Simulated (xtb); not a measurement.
Geometry relaxation of C₂H₇BBrN (part 3 of 3)

C₂H₇BBrN, SMILES C=C[BH-]([NH3+])Br; GFN2-xTB (xtb 6.7.1). The geometry comes from this level: GFN2-xTB.

Geometry of the input (Å):
```
C  -1.9226  -0.4506  0.7391
C  -0.9751  -0.1457  -0.1346
B  0.3812  0.6053  0.2019
N  1.6068  -0.2672  -0.4891
Br 0.5227  2.3476  -0.7996
H  -1.8102  -0.2242  1.7880
H  -2.8506  -0.9258  0.4588
H  -1.1714  -0.3868  -1.1787
H  0.6476  0.7512  1.3465
H  2.4779  0.2549  -0.4010
H  1.3949  -0.3779  -1.4803
H  1.6987  -1.1807  -0.0510
```

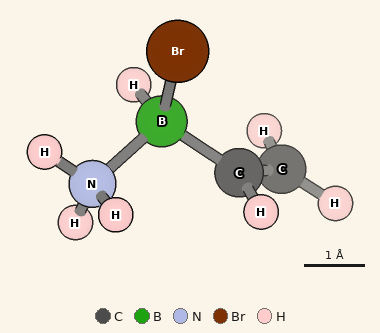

*The structure as given in the input (ball-and-stick view, seen at a tilt).*

**Key numbers**

| quantity | value |
| --- | --- |
| outcome | converged |
| electrons treated | 30 |
| total energy | −16.089403 hartree |
| dispersion energy | −0.007376 hartree |
| basis functions | 33 |
| HOMO | −9.86 eV |
| LUMO | −5.55 eV |
| dipole moment | 8.17 D |
| hardware | 1 thread of Intel Xeon @ 2.70GHz, 189 GiB of memory available, shared host |
| peak memory | 0.07 GiB |
